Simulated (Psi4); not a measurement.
**GaH3F− (SMILES [F][GaH3-]) at CAM-B3LYP/cc-pVTZ**

What is the vertical ionisation energy of GaH3F− at CAM-B3LYP/cc-pVTZ? 

The results are computed with Psi4 1.11.

1 further run of the same task is left out (set aside as unsound or not needed).

## Step 1: The system as given

GaH3F− has 5 atoms, charge -1, and is taken as a singlet. As SMILES, `[F][GaH3-]`. Geometry: a GFN2-xTB relaxation, a rough one for these elements and not checked as a minimum.

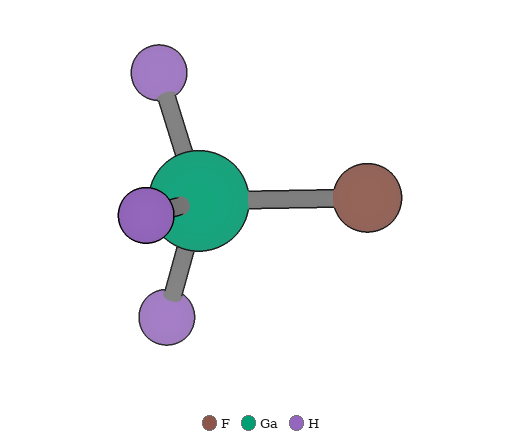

The structure, seen from a chosen angle (fluorine brown, gallium teal, hydrogen purple).

## Step 2: Energy and forces at CAM-B3LYP/cc-pVTZ

calc.in

```
memory 1.6 GB

molecule mol {
  -1 1
  F     -0.94590241    -0.93711519     2.89712022
  Ga     0.05559574     0.05087143    -0.15932281
  H     -1.65137497     2.32385291    -0.89542783
  H     -0.33504844    -2.26037701    -1.93035524
  H      2.87674898     0.82278675     0.08796675
  units bohr
  symmetry c1
}

set puream true
set e_convergence 1e-09
set d_convergence 1e-08
set scf_type pk
set dft_radial_points 99
set dft_spherical_points 590

result = gradient('cam-b3lyp/cc-pVTZ')
print_variables()
```

On the command line:

```
$ psi4 -n 1 calc.in calc.out
```

calc.out:

```text
[...]
  Running in c1 symmetry.
[...]
  Nuclear repulsion =  120.551075948091636
[...]
  Multiplicity = 1
[...]
  Nalpha       = 22
  Nbeta        = 22
[...]
    Number of basis functions: 115
[...]
   @RKS iter   1: -2025.05191229343632   -2.02704e+00   1.98825e-02 DIIS/ADIIS
[...]
   @RKS iter  12: -2026.74294392179263   -4.54747e-12   9.31708e-10 DIIS
[...]
    Orbital Energies [Eh]
    ---------------------
    Doubly Occupied:
       1A   -372.380248     2A    -45.739765     3A    -40.492796
       4A    -40.492787     5A    -40.492728     6A    -24.455584
       7A     -5.322776     8A     -3.607072     9A     -3.605799
      10A     -3.605768    11A     -0.963092    12A     -0.663902
      13A     -0.663863    14A     -0.660184    15A     -0.658981
      16A     -0.658932    17A     -0.327916    18A     -0.225723
      19A     -0.225647    20A     -0.215200    21A     -0.129714
      22A     -0.129192
[...]
  @RKS Final Energy: -2026.74294392179263
   => Energetics <=
    Nuclear Repulsion Energy =            120.5510759480916363
    One-Electron Energy =               -3076.7293956586868262
    Two-Electron Energy =                 996.7513146034648344
    DFT Exchange-Correlation Energy =     -67.3159388146623883
    Empirical Dispersion Energy =           0.0000000000000000
    VV10 Nonlocal Energy =                  0.0000000000000000
    Total Energy =                      -2026.7429439217926301
[...]
 Multipole Moments:
 ------------------------------------------------------------------------------------
     Multipole            Electronic (a.u.)      Nuclear  (a.u.)        Total (a.u.)
 ------------------------------------------------------------------------------------
 L = 1.  Multiply by 2.5417464519 to convert [e a0] to [Debye]
 Dipole X            :         -0.3307520            0.3612003            0.0304483
 Dipole Y            :         -0.3435122            0.3667299            0.0232177
 Dipole Z            :          1.0589055           -1.1294028           -0.0704973
 Magnitude           :                                                    0.0802248
[...]
  -Total Gradient:
     Atom            X                  Y                   Z
    ------   -----------------  -----------------  -----------------
       1        0.007679378129     0.007642808132    -0.024165252927
       2       -0.002893529860    -0.003070257255     0.010333968916
       3        0.009150185708    -0.012492663119     0.004579987932
       4        0.001667580620     0.012051656412     0.010128032586
       5       -0.015600453842    -0.004128683014    -0.000886967663
[...]
```

It took 3.3 min on 1 thread of Intel Xeon 6975P-C (Granite Rapids), shared host; peak memory 1.6 GiB.

## Step 3: Doublet neutral GaH3F

job.json

```json
{
 "schema_name": "qcschema_input",
 "schema_version": 1,
 "molecule": {
  "schema_name": "qcschema_molecule",
  "schema_version": 2,
  "symbols": ["F", "Ga", "H", "H", "H"],
  "geometry": [-0.94590241, -0.93711519, 2.89712022, 0.05559574, 0.05087143, -0.15932281, -1.65137497, 2.32385291, -0.89542783, -0.33504844, -2.26037701, -1.93035524, 2.87674898, 0.82278675, 0.08796675],
  "molecular_charge": 0,
  "molecular_multiplicity": 2,
  "fix_symmetry": "c1"
 },
 "driver": "gradient",
 "model": {
  "method": "cam-b3lyp",
  "basis": "cc-pVTZ"
 },
 "keywords": {
  "reference": "uks",
  "puream": true,
  "e_convergence": 1e-09,
  "d_convergence": 1e-08,
  "scf_type": "pk",
  "dft_radial_points": 99,
  "dft_spherical_points": 590,
  "maxiter": 200
 }
}
```

On the command line:

```
$ psi4 --qcschema job.json -n 1 --memory 1600MB
```

stdout:

```text
[...]
  Running in c1 symmetry.
[...]
  Nuclear repulsion =  120.551075948091636
[...]
  Multiplicity = 2
[...]
  Nalpha       = 22
  Nbeta        = 21
[...]
    Number of basis functions: 115
[...]
   @UKS iter   1: -2025.03194119601039   -2.00707e+00   1.94245e-02 ADIIS/DIIS
[...]
   @UKS iter  24: -2026.57157669251160   -1.63709e-11   2.42150e-09 DIIS
[...]
   @S^2 Observed:                7.622026466E-01
[...]
    Orbital Energies [Eh]
    ---------------------
    Alpha Occupied:
       1A   -372.656888     2A    -46.016739     3A    -40.771634
       4A    -40.768871     5A    -40.768762     6A    -24.709543
       7A     -5.598711     8A     -3.887212     9A     -3.880168
      10A     -3.878721    11A     -1.209291    12A     -0.946040
      13A     -0.939125    14A     -0.936983    15A     -0.931612
      16A     -0.930217    17A     -0.605965    18A     -0.492218
      19A     -0.467436    20A     -0.464301    21A     -0.426203
      22A     -0.381681
    Alpha Virtual:
      23A      0.036488    24A      0.084674    25A      0.085277
[...]
  @UKS Final Energy: -2026.57157669251160
   => Energetics <=
    Nuclear Repulsion Energy =            120.5510759480916363
    One-Electron Energy =               -3065.2160101387235045
    Two-Electron Energy =                 985.2206613724624731
    DFT Exchange-Correlation Energy =     -67.1273038743423172
    Empirical Dispersion Energy =           0.0000000000000000
    VV10 Nonlocal Energy =                  0.0000000000000000
    Total Energy =                      -2026.5715766925115986
[...]
 Multipole Moments:
 ------------------------------------------------------------------------------------
     Multipole            Electronic (a.u.)      Nuclear  (a.u.)        Total (a.u.)
 ------------------------------------------------------------------------------------
 L = 1.  Multiply by 2.5417464519 to convert [e a0] to [Debye]
 Dipole X            :         -0.4490348            0.3612003           -0.0878345
 Dipole Y            :          0.2876589            0.3667299            0.6543889
 Dipole Z            :          0.2372827           -1.1294028           -0.8921201
 Magnitude           :                                                    1.1098729
[...]
  -Total Gradient:
     Atom            X                  Y                   Z
    ------   -----------------  -----------------  -----------------
       1        0.002821309635    -0.004490562605     0.002415636576
       2       -0.027379840317     0.041018678052    -0.022550916475
       3        0.014430847144    -0.020939685890     0.010687756141
       4        0.015804464994     0.002230881208     0.011630364919
       5       -0.005673636343    -0.017816542263    -0.002192858309
[...]
```

The result, in JSON:

```text
{
 "driver": "gradient",
 "model": {
  "method": "cam-b3lyp",
  "basis": "cc-pVTZ"
 },
 "success": true,
 "return_result": [0.0028213096353195063, -0.004490562605021363, 0.002415636575734431, -0.02737984031736465, 0.04101867805166541, -0.0225509164750693, 0.014430847143620078, -0.020939685890218336, 0.010687756140760125, 0.015804464994206804, 0.0022308812082527246, 0.011630364918965602, -0.005673636343303631, -0.01781654226262913, -0.0021928583093453174],
 "properties": {
  "calcinfo_nbasis": 115,
  "calcinfo_nmo": 115,
  "calcinfo_nalpha": 22,
  "calcinfo_nbeta": 21,
  "calcinfo_natom": 5,
  "nuclear_repulsion_energy": 120.55107594809164,
  "return_energy": -2026.5715766925116,
  "return_gradient": [0.0028213096353195063, -0.004490562605021363, 0.002415636575734431, -0.02737984031736465, 0.04101867805166541, -0.0225509164750693, 0.014430847143620078, -0.020939685890218336, 0.010687756140760125, 0.015804464994206804, 0.0022308812082527246, 0.011630364918965602, -0.005673636343303631, -0.01781654226262913, -0.0021928583093453174],
  "scf_one_electron_energy": -3065.2160101387235,
  "scf_two_electron_energy": 985.2206613724625,
  "scf_xc_energy": -67.12730387434232,
  "scf_dipole_moment": [-0.0878345468515786, 0.6543888960677144, -0.8921200571517083],
  "scf_total_energy": -2026.5715766925116,
  "scf_total_gradient": [0.0028213096353195063, -0.004490562605021363, 0.002415636575734431, -0.02737984031736465, 0.04101867805166541, -0.0225509164750693, 0.014430847143620078, -0.020939685890218336, 0.010687756140760125, 0.015804464994206804, 0.0022308812082527246, 0.011630364918965602, -0.005673636343303631, -0.01781654226262913, -0.0021928583093453174],
  "scf_iterations": 24
 }
}
```

Run time: 3.9 min. Hardware: 1 thread of Intel Xeon 6975P-C (Granite Rapids), shared host; peak memory 1.7 GiB.

## Step 4: Results

Level: CAM-B3LYP/cc-pVTZ.

```
                                                             quantity           value
                                         singlet GaH3F−: total energy  -2026.74294 Eh
                                          singlet GaH3F−: HOMO energy        -3.52 eV
                                          singlet GaH3F−: LUMO energy         6.54 eV
singlet GaH3F−: HOMO–LUMO gap (to an unbound level, set by the basis)        10.06 eV
                             singlet GaH3F−: largest force on an atom      1.362 eV/Å
                                  doublet neutral GaH3F: total energy  -2026.57158 Eh
                                 doublet neutral GaH3F: dipole moment          2.82 D
            doublet neutral GaH3F: HOMO energy (highest over α and β)        -9.64 eV
             doublet neutral GaH3F: LUMO energy (lowest over α and β)        -5.82 eV
                                          doublet neutral GaH3F: ⟨S²⟩           0.762
                      doublet neutral GaH3F: largest force on an atom      2.789 eV/Å
                  vertical detachment energy (to the doublet neutral)        4.663 eV
```

In words: The vertical ionisation energy comes to 4.66 eV (108 kcal/mol). The largest force (singlet GaH3F−) is 1.36 eV/Å: the shape isn't a stationary point for this species at this level. The negative HOMO energy of the first species, 3.52 eV, lies 1.15 eV below that difference.
